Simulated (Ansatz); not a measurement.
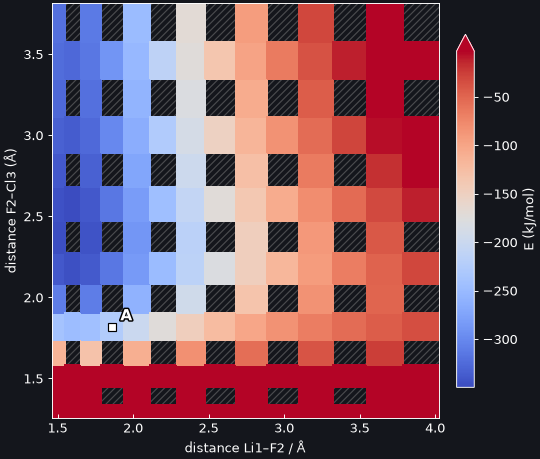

The system Li + FCl, spin multiplicity 2. 
- First axis: distance Li1–F2. Second axis: distance F2–Cl3.
- Nothing is relaxed (the angle Li1–F2–Cl3 is fixed at 180 degrees).
- The grid has 14 × 14 points. At 46 points there is no value.
- Energies: kJ/mol, counted from Li far from the relaxed FCl (each part in its own basis).
- The calculation used UKS B3LYP-D4/def2-TZVPD in Ansatz 0.2.0.

Drawn: one coloured cell a grid point, one colour for all values above the top of the scale, hatched blanks where no value was computed, the point A.

Q: Which way does the force act at A, and how strong is it?

A: A, at distance Li1–F2 = 1.861 Å, distance F2–Cl3 = 1.815 Å, is not a stationary point. The computed force is 147 kJ/mol for each Å towards smaller values of distance Li1–F2 and 510 kJ/mol for each Å towards larger values of distance F2–Cl3.
